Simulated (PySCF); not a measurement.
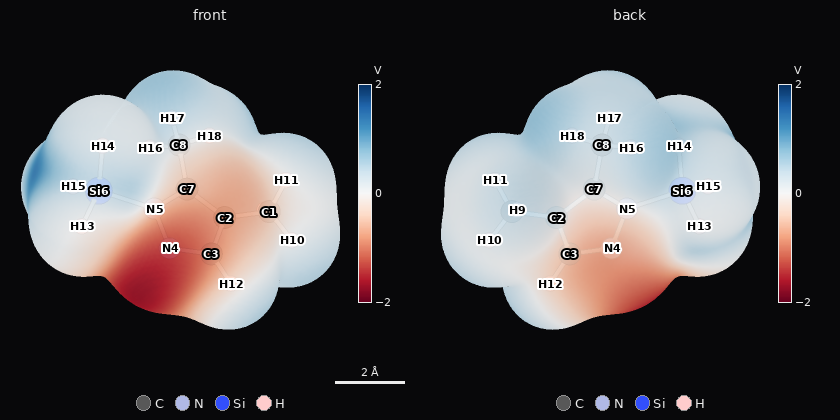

Figure 1: C₅H₁₀N₂Si (SMILES Cc1cnn([SiH3])c1C). The electrostatic potential painted on the density surface at 0.001 e/bohr³, seen from the front and from behind; red is negative and blue positive.

Geometry: GFN2-xTB.

All numbers below come from PBE0/pcSseg-1, SCF density, gas phase, non-relativistic in PySCF 2.14.0.

```xyz
18

C    -2.5594   -0.0045    0.4296
C    -1.1679    0.4806    0.2075
C    -0.7227    1.8183    0.1654
N     0.5684    1.8872   -0.0502
N     1.0075    0.6161   -0.1549
Si    2.7134    0.3493   -0.4497
C    -0.0246   -0.2591   -0.0025
C     0.1809   -1.7278   -0.0721
H    -2.9051   -0.5899   -0.4228
H    -3.2301    0.8406    0.5639
H    -2.6121   -0.6337    1.3184
H    -1.3038    2.7126    0.2843
H     3.2783    1.6847   -0.5082
H     3.2306   -0.4631    0.6559
H     2.8327   -0.3982   -1.7053
H     0.5899   -2.0119   -1.0414
H     0.8812   -2.0539    0.6966
H    -0.7659   -2.2409    0.0737
```

Which sites attract a positive test charge, and which a negative one?

A positive charge is drawn to the negative regions and a negative charge to the positive ones. The most negative region (about −1.7 V) lies over N4, the most positive (about +1.3 V) over Si6. N4 is the likeliest acceptor of a hydrogen bond.
